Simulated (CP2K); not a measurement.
# MNDO run of SiHCl2F (SMILES F[SiH](Cl)Cl)

What is the vertical ionisation energy of SiHCl2F at MNDO? 

The calculation is run with CP2K 2026.2.

2 further runs of the same task are left out: 1 that didn't finish, 1 set aside as unsound or not needed.

### Step 1. The system as given

SiHCl2F has 5 atoms, charge 0, and is taken as a singlet. As SMILES, `F[SiH](Cl)Cl`. Geometry: relaxed at PBE0-D4/def2-TZVP.

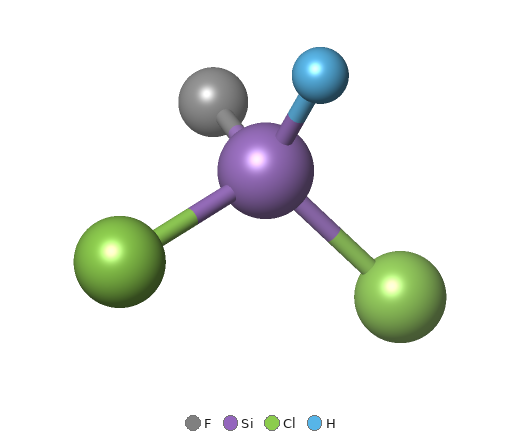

The structure, seen from a chosen angle (fluorine grey, silicon purple, chlorine green, hydrogen blue).

### Step 2. Energy and gradient at MNDO

Input file job.inp:

```
&GLOBAL
  PROJECT_NAME job
  RUN_TYPE ENERGY_FORCE
  PRINT_LEVEL MEDIUM
&END

&FORCE_EVAL
  METHOD Quickstep
  &DFT
    CHARGE 0
    MULTIPLICITY 1
    # Quickstep
    &QS
      METHOD MNDO
      EPS_DEFAULT 1.0E-10
      &SE
        &COULOMB
          CUTOFF [angstrom] 50
          RC_RANGE [angstrom] 0
        &END
        &EXCHANGE
          CUTOFF [angstrom] 50
          RC_RANGE [angstrom] 0
        &END
      &END
    &END
    &POISSON
      PERIODIC NONE
      POISSON_SOLVER ANALYTIC
    &END
    # SCF settings
    &SCF
      SCF_GUESS ATOMIC
      EPS_SCF 1.0E-06
      MAX_SCF 40
      &OT ON
        MINIMIZER DIIS
        PRECONDITIONER FULL_ALL
      &END
      &OUTER_SCF
        EPS_SCF 1.0E-06
        MAX_SCF 5
      &END
    &END
    # extra output
    &PRINT
      &MOMENTS
        PERIODIC F
        REFERENCE COM
        MAX_MOMENT 1
      &END
      &MO_CUBES
        NLUMO 1
        NHOMO -1
        WRITE_CUBE F
      &END
      &HIRSHFELD OFF
      &END
    &END
  &END
  # atoms, cell and kinds
  &SUBSYS
    &CELL
      ABC [angstrom] 10.6 11 10.7
      PERIODIC NONE
    &END
    &COORD
      F      5.130250     4.435500     6.687600
      Si     5.210450     5.069800     5.241500
      Cl     4.582850     6.990500     5.352200
      Cl     4.001950     4.009500     4.012400
      H      6.598050     5.012100     4.768300
    &END
  &END
  &PRINT
    &FORCES ON
    &END
  &END
&END
```

Started as:

```console
$ OMP_NUM_THREADS=1 cp2k.psmp -i job.inp > job.out 2>&1
```

The log of the run, shortened:

```text
CP2K| version string:                                       CP2K version 2026.2
[...]
 GLOBAL| Method name                                                        CP2K
[...]
 GLOBAL| Run type                                                   ENERGY_FORCE
[...]
                             - Atoms:                                          5
[...]
                             - Spherical basis functions:                     17
[...]
 Number of electrons:                                                         26
[...]
     1 OT DIIS     0.15E+00    0.0     0.35065512       -44.7325031140 -4.47E+01
[...]
     3 OT DIIS     0.15E+00    0.0     0.00000021       -47.6001477264 -5.78E-11
  *** SCF run converged in     3 steps ***
  Core-core repulsion energy [eV]:                           1359.77169917304036
  Core Hamiltonian energy [eV]:                             -2209.09756428220408
  Two-electron integral energy [eV]:                         -891.88005260793000
  Electronic energy [eV]:                                   -2655.03759058616879
  Total energy [eV]:                                        -1295.26589141312866
  Atomic reference energy [eV]:                              1287.95780269495935
  Heat of formation [kcal/mol]:                              -168.52854279759009
[...]
 SE_DIPOLE| Moment [Debye]         -2.25941596       0.42073482       0.04324476
 SE_DIPOLE| Derivative [a.u.]       0.00000000       0.00000000       0.00000000
 *** WARNING in qs_scf_post_se.F:140 :: Printing of MO cube files not ***
 *** implemented for Semi-Empirical method.                           ***
 ENERGY| Total FORCE_EVAL ( QS ) energy [hartree]            -47.600147726449066
 FORCES| Atomic forces [hartree/bohr]
 FORCES|   Atom     x               y               z               |f|
 FORCES|      1 -4.40250152E-04 -3.04812376E-04  8.65654004E-04   1.01788390E-03
 FORCES|      2  5.86583387E-02 -1.66978342E-02  1.16874799E-02   6.20984344E-02
 FORCES|      3 -1.00787223E-02  3.12840310E-02  5.31067680E-04   3.28717701E-02
 FORCES|      4 -1.93567921E-02 -1.63830608E-02 -2.08841447E-02   3.28517516E-02
 FORCES|      5 -2.87825742E-02  2.10167640E-03  7.79994313E-03   2.98946941E-02
 FORCES| Sum    -5.55111512E-17  3.88578059E-16  8.60422844E-16
 FORCES| Total atomic force                                       9.45728220E-16
[...]
```

It took 1.3 s on 1 thread of Intel Xeon Platinum 8488C (Sapphire Rapids), shared host; peak memory 0.19 GiB.

### Step 3. The doublet cation at the same level

Input file job.inp:

```
&global
 project job
 run_type ENERGY_FORCE
 print_level MEDIUM
&end global

&force_eval
 method QUICKSTEP
 &dft
  charge 1
  multiplicity 2
  uks T
  &qs
   method MNDO
   eps_default 1.0E-10
   &se
    &coulomb
     cutoff [angstrom] 50
     rc_range [angstrom] 0
    &end coulomb
    &exchange
     cutoff [angstrom] 50
     rc_range [angstrom] 0
    &end exchange
   &end se
  &end qs
  &poisson
   periodic NONE
   poisson_solver ANALYTIC
  &end poisson
  &scf
   scf_guess ATOMIC
   eps_scf 1.0E-06
   max_scf 30
   &ot
    minimizer DIIS
    preconditioner FULL_ALL
   &end ot
   &outer_scf
    eps_scf 1.0E-06
    max_scf 8
   &end outer_scf
  &end scf
  # extra output
  &print
   &moments
    periodic F
    reference COM
    max_moment 1
   &end moments
   &mo_cubes
    nlumo 5
    nhomo -1
    write_cube F
   &end mo_cubes
   &hirshfeld OFF
   &end hirshfeld
  &end print
 &end dft
 &subsys
  # box in angstrom
  &cell
   abc 10.6 11 10.7
   periodic NONE
  &end cell
  &coord
   F      5.130250     4.435500     6.687600
   Si     5.210450     5.069800     5.241500
   Cl     4.582850     6.990500     5.352200
   Cl     4.001950     4.009500     4.012400
   H      6.598050     5.012100     4.768300
  &end coord
 &end subsys
 &print
  &forces ON
  &end forces
 &end print
&end force_eval
```

Started as:

```console
$ OMP_NUM_THREADS=1 cp2k.psmp job.inp > job.out
```

The log of the run, shortened:

```text
CP2K| version string:                                       CP2K version 2026.2
[...]
 GLOBAL| Method name                                                        CP2K
[...]
 GLOBAL| Run type                                                   ENERGY_FORCE
[...]
                             - Atoms:                                          5
[...]
                             - Spherical basis functions:                     17
[...]
 Number of electrons:                                                         13
[...]
     1 OT DIIS     0.15E+00    0.0     0.17190833       -44.3664352744 -4.44E+01
[...]
    20 OT DIIS     0.15E+00    0.0     0.00000090       -47.1321336566 -4.09E-10
  *** SCF run converged in    20 steps ***
  Core-core repulsion energy [eV]:                           1359.77169917304036
  Core Hamiltonian energy [eV]:                             -2148.96532807734820
  Two-electron integral energy [eV]:                         -986.67390400518946
  Electronic energy [eV]:                                   -2642.30228007994265
  Total energy [eV]:                                        -1282.53058090690229
  Atomic reference energy [eV]:                              1287.95780269495935
  Heat of formation [kcal/mol]:                               125.15471755380058
[...]
 SE_DIPOLE| Moment [Debye]         -4.34601831       0.22568270       1.38757906
 SE_DIPOLE| Derivative [a.u.]       0.00000000       0.00000000       0.00000000
 *** WARNING in qs_scf_post_se.F:140 :: Printing of MO cube files not ***
 *** implemented for Semi-Empirical method.                           ***
 ENERGY| Total FORCE_EVAL ( QS ) energy [hartree]            -47.132133656625385
 FORCES| Atomic forces [hartree/bohr]
 FORCES|   Atom     x               y               z               |f|
 FORCES|      1  7.74793004E-03  6.25444280E-03 -1.72854557E-02   1.99483196E-02
 FORCES|      2 -9.26709788E-03 -2.23610738E-02  5.38153240E-02   5.90083539E-02
 FORCES|      3  9.08294165E-04  3.05254300E-02 -2.35922281E-03   3.06299332E-02
 FORCES|      4 -8.40448620E-03 -1.72898540E-02 -2.38500382E-02   3.06332949E-02
 FORCES|      5  9.01535988E-03  2.87105501E-03 -1.03206074E-02   1.40012359E-02
 FORCES| Sum     0.00000000E+00  2.35922393E-16  4.16333634E-17
 FORCES| Total atomic force                                       2.39567761E-16
[...]
```

Run time: 1.6 s. Hardware: 1 thread of Intel Xeon Platinum 8488C (Sapphire Rapids), shared host; peak memory 0.19 GiB.

### Step 4. Results

At MNDO:

```
                                                  quantity            value
                             singlet SiHCl2F: total energy     -47.60015 Eh
                            singlet SiHCl2F: dipole moment           2.30 D
singlet SiHCl2F: heat of formation at this unrelaxed shape  -168.5 kcal/mol
                 singlet SiHCl2F: largest force on an atom       3.193 eV/Å
                              doublet cation: total energy     -47.13213 Eh
 doublet cation: heat of formation at this unrelaxed shape   125.2 kcal/mol
                  doublet cation: largest force on an atom       3.034 eV/Å
        vertical ionisation energy (to the doublet cation)        12.735 eV
```

The vertical ionisation energy comes to 12.74 eV (1229 kJ/mol). The largest force (singlet SiHCl2F) is 3.19 eV/Å: the shape isn't a stationary point for this species at this level.
